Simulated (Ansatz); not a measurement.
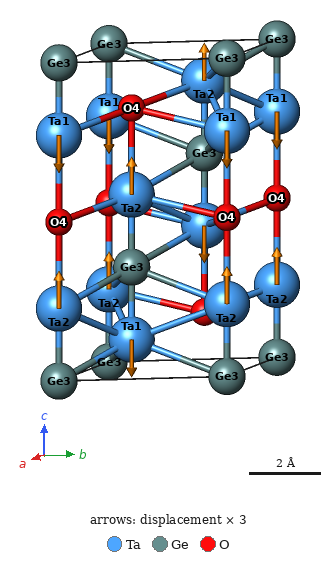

A relaxation of a crystal of Ta2GeO (a generated structure, set up in R-3m) (coarse preliminary run). The starting structure is drawn; orange arrows show the displacements (the part carried along by the change of the cell is left out), 3 times their true length.

Style: ball-and-stick. Shown: the conventional cell (3 times the calculation's cell), slightly off an axis. Lengths and directions refer to the drawn axes.

The calculation used Ansatz 0.2.0, DFT PBE, scalar-relativistic, plane waves, PAW.

Input file:
```yaml
crystal:
  lattice:
    - [2.4632936, 1.42218322, 3.05047507]
    - [-2.4632936, 1.42218322, 3.05047507]
    - [0.0, -2.84436645, 3.05047507]
  atoms:
    - { symbol: Ta, position: [0.7722215, 0.7722215, 0.7722215] }
    - { symbol: Ta, position: [0.2277785, 0.2277785, 0.2277785] }
    - { symbol: Ge, position: [0.0, 0.0, 0.0] }
    - { symbol: O, position: [0.5, 0.5, 0.5] }
basis:
  ecutwfc: 420
kpoints:
  mp_grid: { grid: [6, 6, 6] }
hamiltonian:
  xc: pbe
scf:
  occupations: { method: gaussian, width: 0.1 }
  lower_state_search: "off"
output:
  forces: true
  stress: true
  eigenvalues: true
relax:
  adjacent_minimum: "off"
  f_tol: 0.04
  max_steps: 70
  cell: { stress_tol: 0.4 }
```

Command:
```bash
ansatz run input.yaml --threads 1 --pin off --max-ram 2560MiB --backend cpu --events-out ev --progress --plain --runs-dir out
```

> Atoms of which element are displaced furthest, and by how much?

Tantalum: up to 0.37 Å, against 0.00 Å for oxygen.

> What happened in the run?

The largest moves relative to the cell, 0.37 Å, are those of Ta1 and Ta2. Ta2 goes along +c. O and Ge stay in place. The drawn cell changes as follows: a = b 4.927 → 4.453 Å (−9.6 %), c 9.151 → 10.126 Å (+10.6 %); the volume changes by −9.6 %. Near-neighbour distances that change, for instance: Ta1–Ge3 2.084 → 2.673 Å, Ta1–Ta2 3.438 → 2.930 Å, Ta1–Ge3 (another image) 3.004 → 2.665 Å, Ta1–Ta2 (another image) 3.056 → 3.239 Å. The space group stays R-3m (No. 166). After 7 accepted moves (9 points after the start) the energy has fallen by 1394 meV per atom. Largest force component: 12 eV/Å at the start, 0.00093 eV/Å at the end. The pressure goes from 22.76 to 0.01 GPa. At 2 points the geometry stayed and the basis and grid were re-selected for the new cell (energy shift of 1.3 meV per atom at most each time). The run took 29 s on 1 thread of Intel(R) Xeon(R) Platinum 8488C (Sapphire Rapids), on a shared host, peak memory 0.47 GiB.
